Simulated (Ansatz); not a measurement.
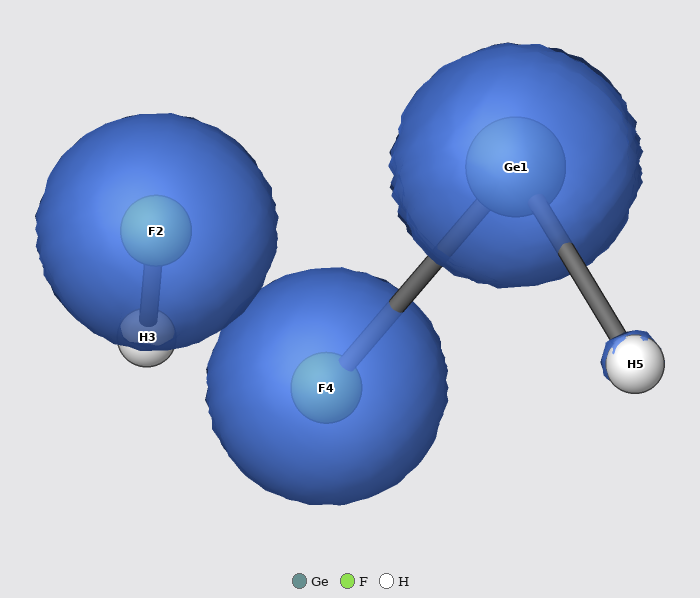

Figure 1: FGeH···HF. Isosurface of the electron density at 1.5 e/Å³ (blue), seen from one side.

Theory: RKS B3LYP/def2-SVP in Ansatz 0.2.0.

```xyz
5

Ge   -0.0012   -0.3016   -0.9415
F     1.4550   -0.2899    0.8652
H     0.9895    0.5478    0.9458
F    -0.1438    1.2582    0.0341
H    -1.0449   -1.1083   -0.0157
```

**How is the density connected at this value?**

At this value the surface falls into four separate pieces. It bridges the sampled F–H (0.96 Å) contacts, where the density stays above the isovalue. It is pinched off along the sampled F···H (1.62 Å), Ge–F (1.85 Å) and Ge–H (1.61 Å) contacts. On the grid the lowest density along these lines, outside the cores, is 0.34 e/Å³ (F···H, 1.62 Å), 0.7 e/Å³ (Ge–F, 1.85 Å), 2 e/Å³ (F–H, 0.96 Å) and 0.81 e/Å³ (Ge–H, 1.61 Å).
